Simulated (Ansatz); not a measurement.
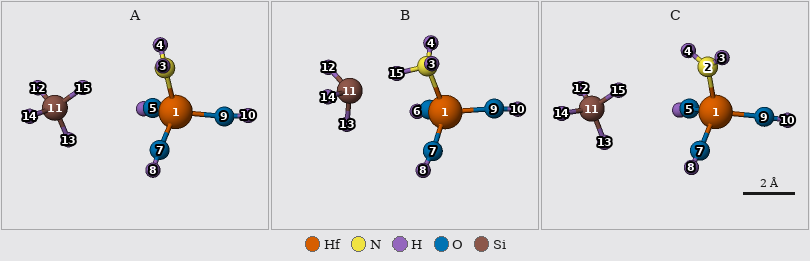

3 geometries from a converged minimum-energy path of HfSiNH9O3, made up at the start of HfNH5O3 and SiH4, shuffled. The picture is a ball-and-stick view, seen at a tilt.

Level of theory: RHF/def2-SVP in Ansatz 0.2.0. Settings: 7 movable images; climbing image; force threshold 0.05 eV/Å; iteration limit 60; starting path through a guess of the saddle point.

Which of them lies highest in energy?

Answer. B. In order along the path, whose images run from 0 to 8: C (image 1, −0.8 kJ/mol), A (image 2, −0.3 kJ/mol), B (image 4, +202.2 kJ/mol). Breaking: Si11–H15 (1.48 → 2.01 at the top → 3.33 Å). Forming: Hf1–Si11 (5.01 → 3.88 at the top → 2.86 Å), N2–H15 (3.51 → 1.24 at the top → 1.01 Å).

Limits of the set-up: the start holds two separate molecules, 2.9 Å apart at their closest, whose relative position is a soft coordinate and is computed without a dispersion correction; Hartree-Fock leaves out electron correlation.
